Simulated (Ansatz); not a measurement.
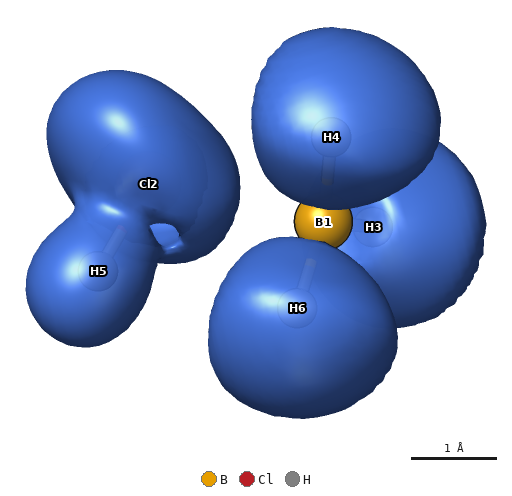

The picture shows: BH3···HCl. Isosurface of the electron localisation function at 0.75 (blue), seen at a tilt. Only the valence region is drawn (cores and ρ < 0.01 e/Å³ removed).

The product side of a reaction path; geometry: PBE0-D4/def2-TZVP.

These are results of RKS PBE0-D4/def2-TZVPP (Ansatz 0.2.0), not measurements.

Input

```
crystal:
  periodic: [false, false, false]
  atoms:
    - {symbol: B, position_ang: [-0.098408, -0.692099, 0.274663]}
    - {symbol: Cl, position_ang: [0.649903, 1.100376, -0.927992]}
    - {symbol: H, position_ang: [-0.482877, -1.334981, -0.657382]}
    - {symbol: H, position_ang: [0.949208, -0.967800, 0.780937]}
    - {symbol: H, position_ang: [-0.113727, 1.979506, -0.392108]}
    - {symbol: H, position_ang: [-0.904100, -0.085003, 0.921881]}
basis:
  gaussian: {orbitals: def2-TZVPP}
hamiltonian: {xc: pbe0, dispersion: d4}
output: {orbitals: {seedname: orbitals}}
```

Command:

```sh
ansatz run in.yaml --threads 2 --pin off --events-out ev --progress --plain --max-ram 4352MiB
```

Describe the localisation domains.

The surface consists of three regions around hydrogen nuclei and one joined region spread over several atoms (Cl, H), in which their bonds and any lone pairs are merged. Profiles from the grid: B1···Cl2 (2.28 Å): the ELF peaks at about 0.90 in the valence shell of Cl, 0.8 Å from its nucleus, and is about 0.75 at the midpoint. B–H (1.20 Å): the ELF climbs to about 1 towards the hydrogen, as it does in any bond to H (a covalent bond by its length).
